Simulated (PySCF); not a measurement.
**C₄H₁₀F₂Si₂: density, localisation and related maps**

The calculation's input:

```
{"job": {"kind": "nmr", "xc": "PBE0", "basis": "pcSseg-1"}, "charge": 0, "multiplicity": 1}
C      1.941792     0.985050    -0.645393
Si     0.881236     0.276839     0.750231
C      0.712676    -1.642101     0.746654
Si    -1.159368    -1.583802     0.351295
C     -1.033823     0.337155     0.454220
C     -1.496613     1.069392    -0.764182
F     -1.129091     2.386457    -0.741130
F     -0.936049     0.569991    -1.902029
H      1.783484     2.054500    -0.744474
H      1.695448     0.526600    -1.598390
H      2.997600     0.818891    -0.454708
H      1.231427     0.859416     2.053187
H      1.316898    -2.151709     0.001120
H      0.946809    -2.107475     1.699891
H     -2.053400    -2.133417     1.372828
H     -1.540979    -2.072053    -0.971599
H     -1.577901     0.761721     1.296918
H     -2.588906     1.050861    -0.916096
```

Command:

```sh
OMP_NUM_THREADS=1 python probes_run.py task.json out
```

Geometry: GFN2-xTB.

These are results of PBE0/pcSseg-1, SCF density, gas phase, non-relativistic in PySCF 2.14.0, not measurements.

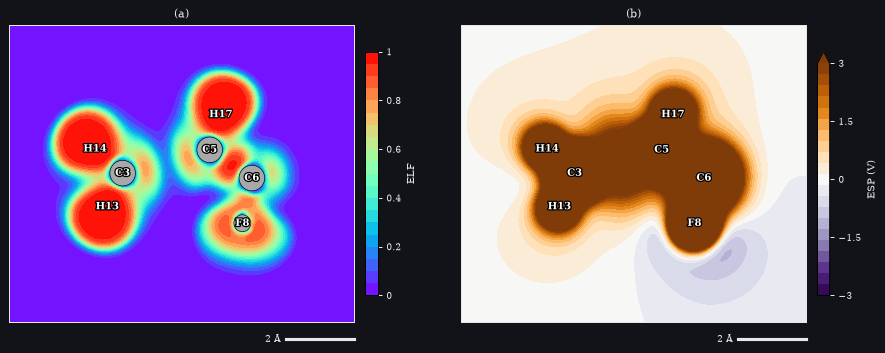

Figure 1. (a) electron localisation function; (b) electrostatic potential on the plane of atoms C6, C5 and H17. Grey discs cover the atomic cores in the ELF map.

### What do the fields say about this system?

The plane passes through C, F and H nuclei. C–F (1.36 Å): the ELF peaks at about 0.85 between the atoms (a shared but strongly polarised pair). C–C (1.49 Å): the ELF peaks at about 0.95 between the atoms; localised, covalent bonding. C–H (1.09 Å): the ELF climbs to about 1 towards the hydrogen, as it does in any bond to H: an ordinary covalent bond to hydrogen. The ELF also peaks beside F8, away from the bonds: lone-pair regions. Outside the dense part of the molecule the potential is most negative (−1.0 V) near F8.

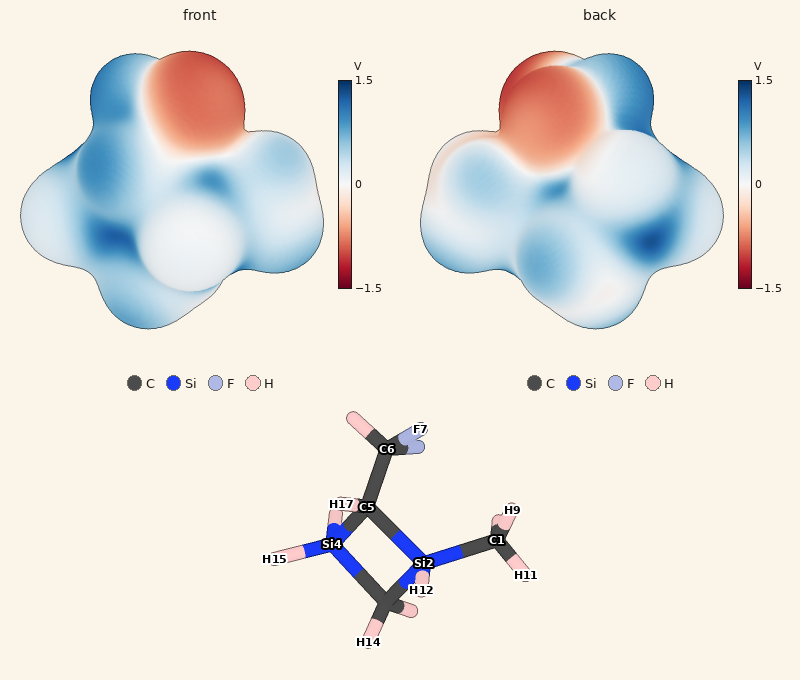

Figure 2. The molecular electrostatic potential painted on the density surface at 0.002 e/bohr³, seen from the front and from behind; red is negative and blue positive. The bare structure is drawn below in the same view.

### Where is the surface potential most negative and most positive?

The most negative region (about −1.0 V, or −23 kcal/mol for a unit charge) lies over F7 and F8, the most positive (about +1.2 V, or +28 kcal/mol for a unit charge) over Si2 and Si4.
